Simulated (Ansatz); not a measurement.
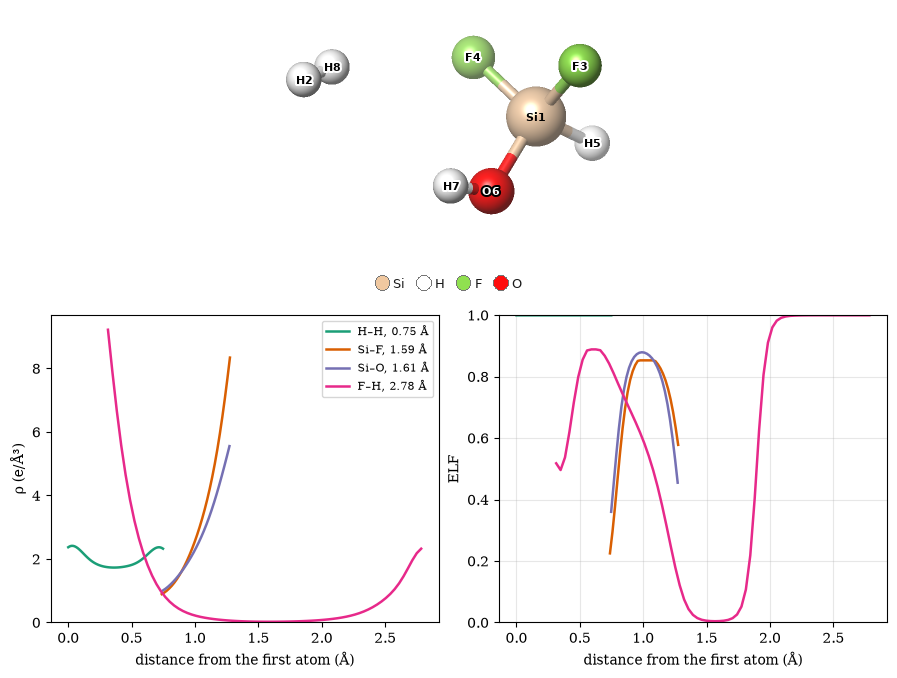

*F₂H₂OSi···H₂. Electron density and ELF along straight lines between neighbouring atoms. The curves leave out the atomic cores. The structure is drawn too.*

All numbers below come from Ansatz, RHF/def2-SVP.

```xyz
8

Si   -0.5612   -0.3553   -0.8291
H    -0.5335    1.0031    3.1305
F     0.7228   -1.2970   -0.7514
F    -0.0557    1.0730   -0.3239
H    -1.0380   -0.2661   -2.1962
O    -1.7319   -0.9056    0.1372
H    -1.6336   -0.9907    1.0733
H    -0.3715    1.2311    2.4374
```

Compare the contacts.

H–H (0.75 Å): the density is about 1.7 e/Å³ at the midpoint; the ELF is about 1 at the midpoint.
Si–F (1.59 Å): the density is about 1.1 e/Å³ at the midpoint; the ELF peaks at about 0.85 in the valence shell of F, 0.6 Å from its nucleus, and is about 0.45 at the midpoint.
Si–O (1.61 Å): ρ at the midpoint is about 1.2 e/Å³; the ELF peaks at about 0.90 between the atoms; a short, strongly polar bond.
F4···H8 (2.78 Å): the density falls to about 0.02 e/Å³ on the way; the ELF dips to about 0 between them: a weak contact between the two molecules.
